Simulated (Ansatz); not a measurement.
# Fields on a plane of Bi (A7 type, space group R-3m)

```
Bi
1.0
    2.26661     1.30863     3.88456
   -2.26661     1.30863     3.88456
    0.00000    -2.61726     3.88456
Bi
2
Direct
  0.23718   0.23718   0.23718
  0.76282   0.76282   0.76282
```

The slice is a (0001) plane (indices of the conventional cell) through the point (0.237, 0.237, 0.237) (fractional), spanned by u = [1 0 -1] and v = [-1 2 -1] in vectors of this cell: u (4.53 Å) and v (7.85 Å, at 90° to u). It covers one period; positions are fractions (u, v).

Atoms on it: Bi at (0.00, 0.00); Bi at (0.50, 0.50).

These are PBE-D3(BJ) (plane waves to 420 eV, PAW, scalar-relativistic; Ansatz, an electronic-structure program) values and carry that method's errors. k mesh 13×13×13. Near the nuclei the fields are pseudised (PAW); where an atom keeps semicore shells as valence, they peak there. Bi was relaxed with its symmetry unable to fall. Spin-orbit coupling is left out, though Bi is heavy.

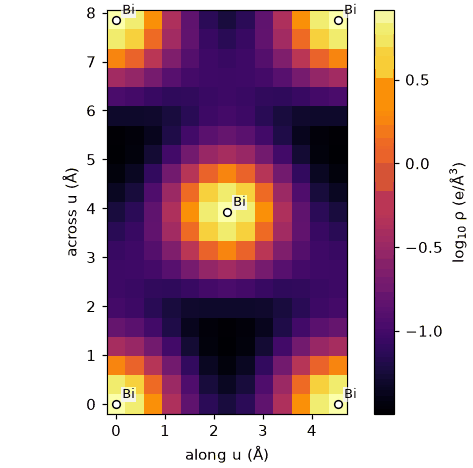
Fig. 1. Log₁₀ of the valence density in e/Å³, one period of the plane, atoms marked. The scale is logarithmic, as a density can span decades between atoms and voids.

```
|xxx *%%%* xx|
|xx -#%%%#- x|
|  =#%###%#= |
|*#%%%%#%%%%#|
|@@@@%%#%%@@@|
|@@@@%***%@@@|
|@@@#=   =#@@|
|@@#- xxx -#@|
|@@* xxxxx *@|
|@%+ xxxxx +%|
|%%* xxxxx *%|
|%%#- xxx -#%|
|##%#=   =#%#|
|#%%%%#*#%%%%|
|#%%@@@@@@@%%|
|**%@@@@@@@%*|
|  =#@@@@@#= |
|xx -#@@@#- x|
|xxx *@@@* xx|
|xxx +%@%+ xx|
```
Scale: ten equal steps from 1.00 (start of ' ') to 9.26 (end of '@'), in the order ' .:-=+*#%@'. Values: electrostatic potential energy of an electron, from the cell's mean, in eV. The map has 12 points along u (one character each, u = 0 at the left) and 20 along v (v = 0 in the bottom row). Points within 1 Å of a nucleus are blanked (x), as the pseudised field means little there. Values under 1 eV are set to 1. The zero, the cell's mean, hangs on the PAW cores.
